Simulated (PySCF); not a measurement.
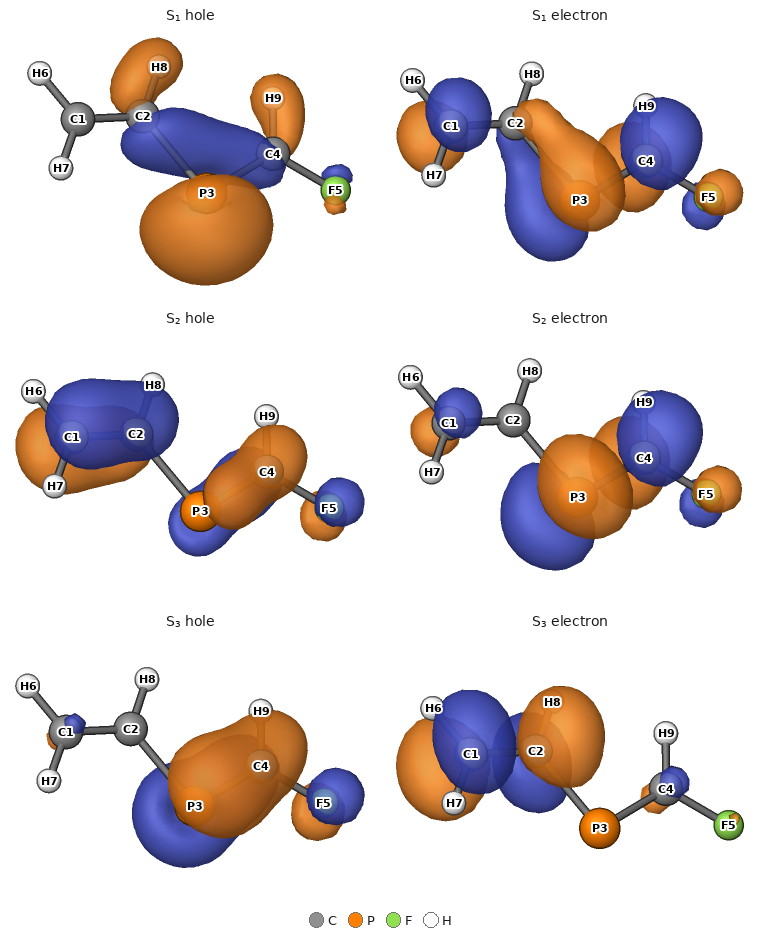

C3H4FP, SMILES `C=C/P=C/F`. Leading natural transition orbitals (TDA singlet states).

Computed with PySCF, B3LYP/def2-SVP, geometry: GFN2-xTB. No frequency check shows the geometry to be a minimum. GFN2-xTB bond lengths at metals and heavier atoms can be off by up to 0.1 Å and shapes distorted, which carries into these values. Without diffuse functions Rydberg states are missing, so the states' numbers hold for this basis only.

Input script:

```python
import numpy as np
from pyscf import gto, scf, dft, tdscf
from pyscf.scf import atom_ks, atom_hf
from scipy.linalg import block_diag

def solve(mol, dm0=None, hcore=None):
    mf = (dft.UKS if mol.spin else dft.RKS)(mol, xc='b3lyp')
    mf.grids.level = 3
    mf = mf.density_fit(auxbasis='def2-universal-jkfit')
    mf.conv_tol, mf.max_cycle = 1e-8, 80
    if hcore is not None:
        mf.get_hcore = lambda *args: hcore
    mf.kernel(dm0)
    if not mf.converged:
        mf = mf.newton().run(mf.mo_coeff, mf.mo_occ, max_cycle=30)
    assert mf.converged, 'SCF not converged'
    return mf

mol = gto.M(atom='''
C      2.63764    -0.08779     0.00000
C      1.37505    -0.49604     0.00000
P     -0.01010     0.66766     0.00000
C     -1.24500    -0.46511     0.00000
F     -2.53302    -0.08897     0.00000
H      3.46280    -0.78132     0.00000
H      2.89303     0.95889     0.00000
H      1.13649    -1.55288     0.00000
H     -1.14982    -1.54526     0.00000
''', basis='def2-svp', charge=0, spin=0, verbose=4)
mf = solve(mol)
td = mf.TDA()
td.nstates, td.singlet, td.conv_tol = 4, True, 1e-5
td.kernel()
td.analyze()
x, y = np.array([p[0] for p in td.xy]), np.array([p[1] + 0 * p[0] for p in td.xy])
f, mu = td.oscillator_strength(), td.transition_dipole()
nto = [td.get_nto(state=i + 1, verbose=4) for i in range(len(td.e))]
# spherically averaged free atoms, for the promolecule
atm = atom_ks.get_atm_nrks(mol, xc='b3lyp')
pro = block_diag(*[(atm[a[0]][2] * atm[a[0]][3]) @ atm[a[0]][2].T for a in mol._atom])
np.savez('result.npz', e=td.e, f=f, ok=td.converged, w=[n[0] for n in nto], nto=[n[1] for n in nto], x=x, y=y, c=mf.mo_coeff, occ=mf.mo_occ, eps=mf.mo_energy, pro=pro, mu=mu)
```

Launched as:

```sh
OMP_NUM_THREADS=1 python input.py
```

The run took 5.8 min on 1 thread of Intel(R) Xeon(R) Processor @ 2.50GHz (Skylake/Cascade Lake), on a shared host, peak memory 0.52 GiB.

> Describe these excited states.

By state:
- S₁: 4.98 eV (249 nm), f = 0.011, n → π*; the leading pair carries 99 %; hole on P3 (63 %), C2 (13 %) and C4 (9 %), electron on C4 (31 %), P3 (31 %) and C1 (15 %); their centroids lie 0.6 Å apart.
- S₂: 5.46 eV (227 nm), f = 0.398 (bright), π → π*; the leading pair carries 90 %; hole on C1 (29 %), C2 (21 %) and P3 (19 %), electron on P3 (42 %), C4 (33 %) and F5 (7 %); their centroids lie 1.2 Å apart.
- S₃: 5.93 eV (209 nm), f = 0.089, π → π*; the leading pair carries 75 %; hole on P3 (38 %), C4 (24 %) and C2 (12 %), electron on C1 (30 %), C2 (27 %) and P3 (18 %) (shares are of the whole state, not of the leading pair alone); their centroids lie 1.4 Å apart.
